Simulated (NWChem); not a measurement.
# GeF2 (SMILES [F][Ge][F]) at 4 levels

We compute a comparison of 4 runs (HF/STO-3G, HF/3-21G, B3LYP/6-31G*) of GeF2. 

The results are computed with NWChem 7.3.0.

**1. The system as given**

GeF2: 3 atoms, total charge 0, spin state singlet. SMILES: `[F][Ge][F]`. Geometry: relaxed at PBE0-D4/def2-TZVP.

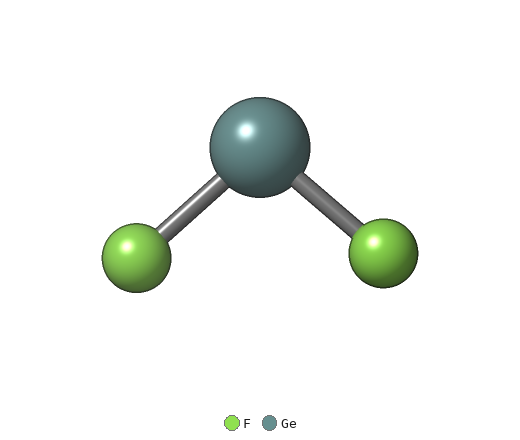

Viewed from a chosen angle; fluorine green, germanium teal.

**2. Energy and gradient at HF/STO-3G (run 1)**

Input file mymol.nw:

```
start mymol
title "F2Ge"
memory stack 880 mb heap 220 mb global 1100 mb
geometry units angstrom noautosym nocenter noautoz
  F       -0.675900      -1.101800      -0.497500
  Ge       0.637500      -0.295200       0.320200
  F        0.027600       1.332100       0.164100
end
basis spherical bse
  * library STO-3G
end
scf
  thresh 1e-08
  maxiter 80
  print low
end
task scf gradient
```

The run is started by

```console
nwchem mymol.nw > mymol.out
```

The log of the run:

```text
[...]
  functions       =    28
[...]
  wavefunction    = RHF
[...]
         Total SCF energy =  -2247.819613879041
      One-electron energy =  -3542.167412373964
      Two-electron energy =   1103.285067052339
 Nuclear repulsion energy =    191.062731442584
        Time for solution =      0.9s
[...]
                         RHF ENERGY GRADIENTS
    atom               coordinates                        gradient
                 x          y          z           x          y          z
   1 F      -1.277266  -2.082100  -0.940139   -0.035867  -0.035700  -0.023857
   2 Ge      1.204700  -0.557847   0.605090    0.045492  -0.019427   0.023032
   3 F       0.052156   2.517304   0.310104   -0.009626   0.055127   0.000825
 Task  times  cpu:        1.2s     wall:        1.2s
 Total times  cpu:        1.2s     wall:        1.2s
```

It took 1.7 s on 1 thread of AMD EPYC 9R14 (Zen 4), shared host; peak memory 0.1 GiB.

**3. Energy and forces at HF/3-21G (run 2)**

Input file f2ge.xyz:

```xyz
3

F     -0.675900    -1.101800    -0.497500
Ge     0.637500    -0.295200     0.320200
F      0.027600     1.332100     0.164100
```

Input file f2ge.nw:

```
START f2ge
memory total 2200 mb

GEOMETRY units angstroms noautosym nocenter noautoz
  load format xyz f2ge.xyz
END

BASIS spherical bse
  F library 3-21G
  Ge library 3-21G
END

SCF
  thresh 1e-08
  maxiter 80
  noprint "final vectors analysis"
END

TASK scf gradient
```

The run is started by

```console
nwchem f2ge.nw > f2ge.out
```

The log of the run:

```text
[...]
  functions       =    40
[...]
  wavefunction    = RHF
[...]
         Total SCF energy =  -2263.238191420147
      One-electron energy =  -3543.039564602056
      Two-electron energy =   1088.738641739326
 Nuclear repulsion energy =    191.062731442584
        Time for solution =      1.2s
[...]
                         RHF ENERGY GRADIENTS
    atom               coordinates                        gradient
                 x          y          z           x          y          z
   1 F      -1.277266  -2.082100  -0.940139   -0.025274  -0.019650  -0.016197
   2 Ge      1.204700  -0.557847   0.605090    0.034896  -0.014913   0.017666
   3 F       0.052156   2.517304   0.310104   -0.009622   0.034563  -0.001470
[...]
```

Wall time 2 s (1 thread of AMD EPYC 9R14 (Zen 4), shared host); peak memory 0.1 GiB.

Run 3 isn't shown in full; the table further down has it.

**4. Energy and gradient at B3LYP/6-31G(d) (Cartesian functions) (run 4)**

Input file f2ge.nw:

```
start f2ge
memory 2200 mb

geometry noautosym nocenter noautoz
F    -0.675900   -1.101800   -0.497500
Ge    0.637500   -0.295200    0.320200
F     0.027600    1.332100    0.164100
end

basis
* library 6-31G*
end

dft
xc b3lyp
grid xfine
convergence energy 1e-08
iterations 100
mulliken
print medium
end

task dft gradient
```

The run is started by

```console
nwchem f2ge.nw > f2ge.out
```

The log of the run:

```text
[...]
          Wavefunction type:  closed shell.
          No. of atoms     :     3
          No. of electrons :    50
[...]
          Charge           :     0
          Spin multiplicity:     1
[...]
          AO basis - number of functions:    65
[...]
              XC Information
              --------------
                         B3LYP Method XC Potential
                     Hartree-Fock (Exact) Exchange  0.200
                        Slater Exchange Functional  0.800 local
                    Becke 1988 Exchange Functional  0.720 non-local
              Lee-Yang-Parr Correlation Functional  0.810
                  VWN I RPA Correlation Functional  0.190 local
[...]
 d= 0,ls=0.0,diis     1  -2276.4091404934 -2.47D+03  2.98D-02  1.68D+00     1.2
[...]
 d= 0,ls=0.0,diis    10  -2276.5233156796 -2.35D-10  2.30D-07  8.14D-10     8.1
         Total DFT energy =    -2276.523315679558
      One electron energy =    -3553.770798080745
           Coulomb energy =     1186.222294867518
    Exchange-Corr. energy =     -100.037543908916
 Nuclear repulsion energy =      191.062731442584
[...]
  wavefunction    = closed shell
                         DFT ENERGY GRADIENTS
    atom               coordinates                        gradient
                 x          y          z           x          y          z
   1 F      -1.277266  -2.082100  -0.940139    0.003637   0.003230   0.002376
   2 Ge      1.204700  -0.557847   0.605090   -0.004803   0.002027  -0.002434
   3 F       0.052156   2.517304   0.310104    0.001166  -0.005257   0.000059
[...]
```

Wall time 11 s (1 thread of AMD EPYC 9R14 (Zen 4), shared host); peak memory 0.12 GiB.

**5. Overview of the runs**

```
run                               level  iteration cap  module   energy (Eh)  largest force (eV/Å)  wall time
  1                           HF/STO-3G             80     scf  -2247.819614                 2.878      1.7 s
  2                            HF/3-21G             80     scf  -2263.238191                 2.153        2 s
  3  B3LYP/6-31G* (spherical functions)            100     dft  -2276.514624                 0.392       11 s
  4  B3LYP/6-31G* (Cartesian functions)            100     dft  -2276.523316                 0.296       11 s
```

**6. Summary of results**

```
                       quantity           value
            run 4: total energy  -2276.52332 Eh
           run 4: dipole moment          2.16 D
             run 4: HOMO energy        -8.50 eV
             run 4: LUMO energy        -2.58 eV
           run 4: HOMO–LUMO gap         5.91 eV
run 4: largest force on an atom      0.296 eV/Å
```

What this shows: Over runs 2, 3, 4 the dipole moment (its size) runs from 2.16 D (B3LYP/6-31G*) to 2.66 D (HF/3-21G). The two ends differ in method and basis. In run 1 the basis is minimal, so the values are rough. All runs together took 25 s, the longest 11 s.
